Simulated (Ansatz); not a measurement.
CH6BNSi (SMILES B[SiH2]N=C)

Input

```
crystal:
  periodic: [false, false, false]
  atoms:
    - {symbol: B, position_ang: [-1.809650, 0.616986, -0.808685]}
    - {symbol: Si, position_ang: [-0.103143, -0.419344, -0.626370]}
    - {symbol: N, position_ang: [1.129045, 0.465196, 0.241097]}
    - {symbol: C, position_ang: [1.662968, 0.072978, 1.309208]}
    - {symbol: H, position_ang: [-2.730421, 0.117195, -1.387362]}
    - {symbol: H, position_ang: [-1.959035, 1.718421, -0.371255]}
    - {symbol: H, position_ang: [0.433353, -0.684451, -1.992134]}
    - {symbol: H, position_ang: [-0.384811, -1.745189, 0.021404]}
    - {symbol: H, position_ang: [2.423253, 0.686462, 1.807168]}
    - {symbol: H, position_ang: [1.421340, -0.879353, 1.809830]}
basis:
  gaussian: {orbitals: def2-TZVPP}
hamiltonian: {xc: pbe0, dispersion: d4}
output: {orbitals: {seedname: orbitals}}
```

Launched as:

```sh
ansatz run in.yaml --threads 2 --pin off --events-out ev --progress --plain --max-ram 4352MiB
```

Geometry: PBE0-D4/def2-TZVP.

These are results of Ansatz 0.2.0, RKS PBE0-D4/def2-TZVPP, not measurements.

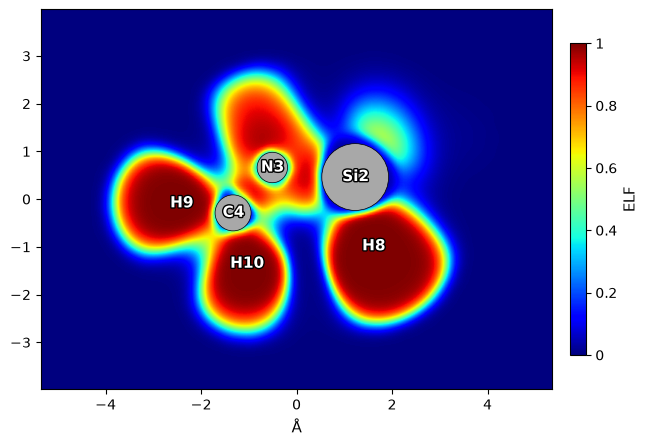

Figure 1. ELF on the plane of atoms N3, C4 and H9. Grey discs cover the atomic cores.

Read the bonding off the picture.

Answer. The section cuts through Si, N, C and H sites. C–N (1.26 Å): the ELF peaks at about 0.90 between the atoms (a short, multiple covalent bond). Si–N (1.75 Å): the ELF peaks at about 0.90 between the atoms; a shared but strongly polarised pair. C–H (1.10 Å): the ELF climbs to about 1 towards the hydrogen, as it does in any bond to H: a covalent bond by its length. Si–H (1.50 Å): the ELF climbs to about 1 towards the hydrogen. The ELF also peaks beside N3, away from the bonds: lone-pair regions.

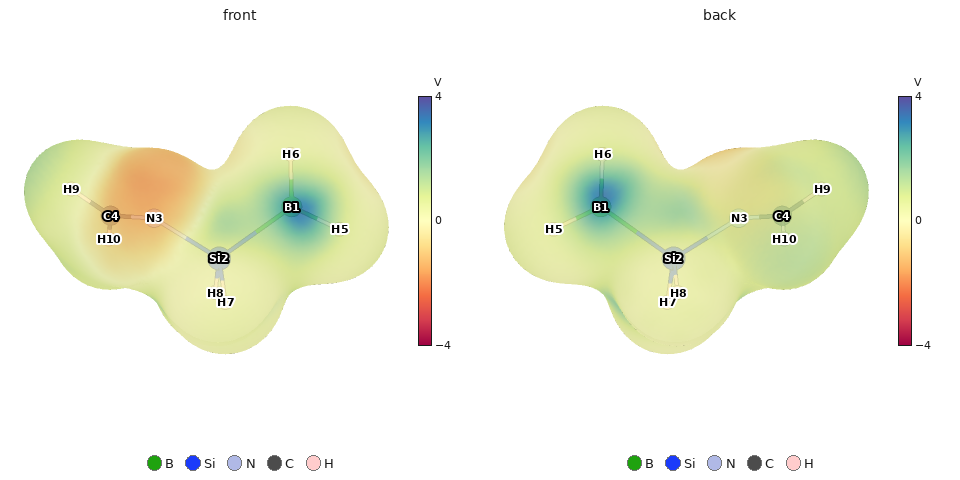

Figure 2. The electrostatic potential painted on the density surface at 0.004 e/bohr³, seen from the front and from behind; red is negative and blue positive.

Describe the electrostatic potential map.

Answer. The most negative region (about −1.8 V) lies over N3, the most positive (about +3.1 V) over B1. N3 is the likeliest acceptor of a hydrogen bond.

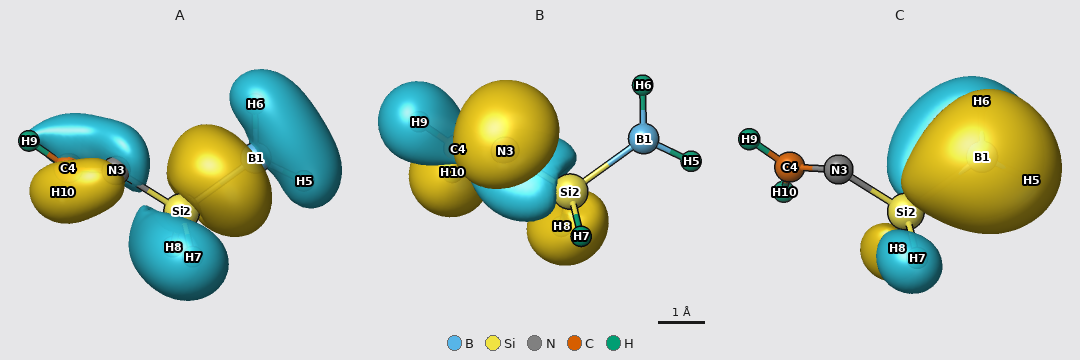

Figure 3. Three frontier orbitals at ±0.08 Å⁻³ᐟ² (yellow and cyan are the two phases), in no order.

Order the three orbitals by energy and name them.

Answer. A is the HOMO−1 (−8.19 eV). By Hirshfeld shares it lies mainly on B1 (about 30 %), Si2 (about 30 %), C4 (about 10 %), H7 (about 5 %) and N3 (about 5 %). B is the HOMO (−7.13 eV). By Hirshfeld shares it lies mainly on N3 (about 55 %), C4 (about 15 %), Si2 (about 10 %), H10 (about 10 %) and H9 (about 5 %). C is the LUMO (−2.43 eV). Its weight (Hirshfeld) is mainly on B1 (about 65 %), Si2 (about 15 %), H6 (about 5 %) and H5 (about 5 %).

What is the HOMO–LUMO gap?

Answer. 4.70 eV between the orbital energies.
